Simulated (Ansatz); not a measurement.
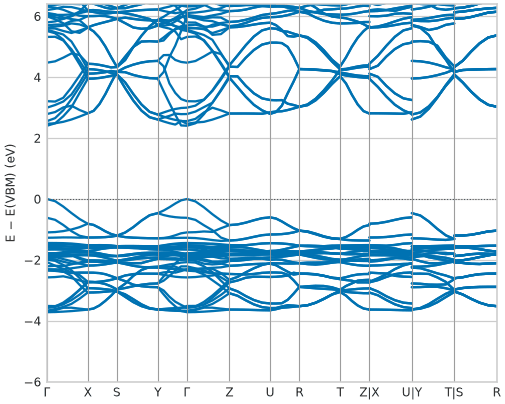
Fig. 1. Band structure from r²SCAN in the plane-wave PAW code Ansatz

### Question
Read off the gap and where the band edges lie.

### Answer
About 2.4 eV (2.41 eV by a search for the band edges); maximum at Γ, minimum at Γ.

### Question
Pick the material that matches.
A. MnO2, Pnma (Mn on 4c, O on 4c, O on 4c)
B. CsPbBr3, Pnma (Pb on 4a, Cs on 4c, Br on 8d, Br on 4c)
C. Sb2Se3, Pnma (Pearson symbol oP20)
D. Hf3N4, Pnma (Pearson symbol oP28)

### Answer
B, CsPbBr3, Pnma (Pb on 4a, Cs on 4c, Br on 8d, Br on 4c)

The cell was relaxed with r²SCAN under the symmetry of its start. Spin–orbit coupling is left out wherever it is not named.

Potentials: the later of the program's two PAW sets.
